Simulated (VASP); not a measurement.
Band structure of TiC (relaxed from the CsCl type structure, space group Pm-3m). Level of theory: r2SCAN meta-GGA, VASP's PBE PAW potentials (set 64) (plane waves; VASP).

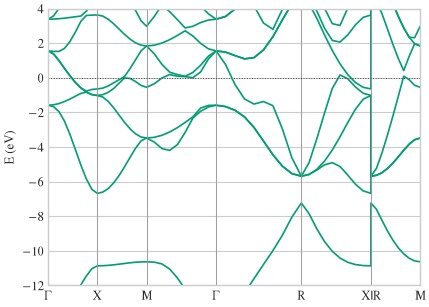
Figure: Bands along high-symmetry lines, zero at the valence-band maximum or, without a gap, the Fermi level

Question: Read the plot: is there a gap, and where are the band edges?

Answer: It has no gap at this level: it comes out as a metal or semimetal.

The structure was generated: TiC was put into the CsCl type type (Pm-3m), which need not be its known phase. It was relaxed first, which changed the volume by -31 %.
